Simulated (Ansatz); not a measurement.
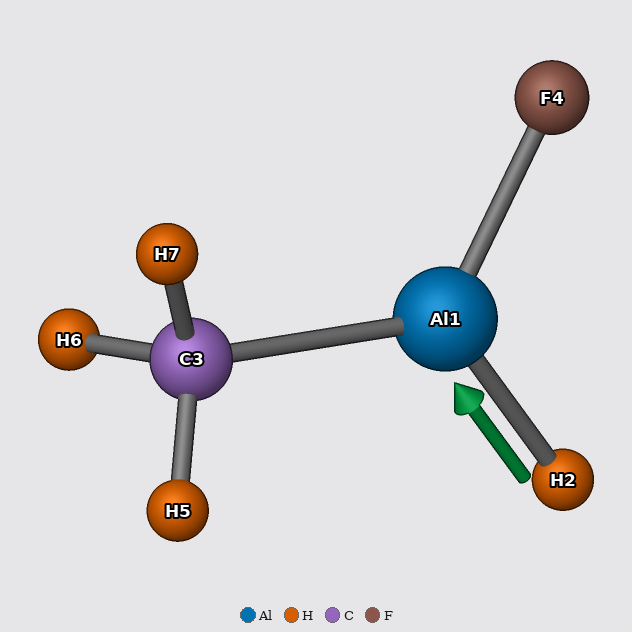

The arrows show one normal mode. Harmonic vibrations computed with RKS PBE0-D4/def2-TZVP (Ansatz 0.2.0) at a stationary point of the same level.

**What kind of motion is it?**

Mostly Al–H stretching.

**Estimate its harmonic wavenumber.**

1951 cm⁻¹; it is mode 12 of 15 counted from the lowest.
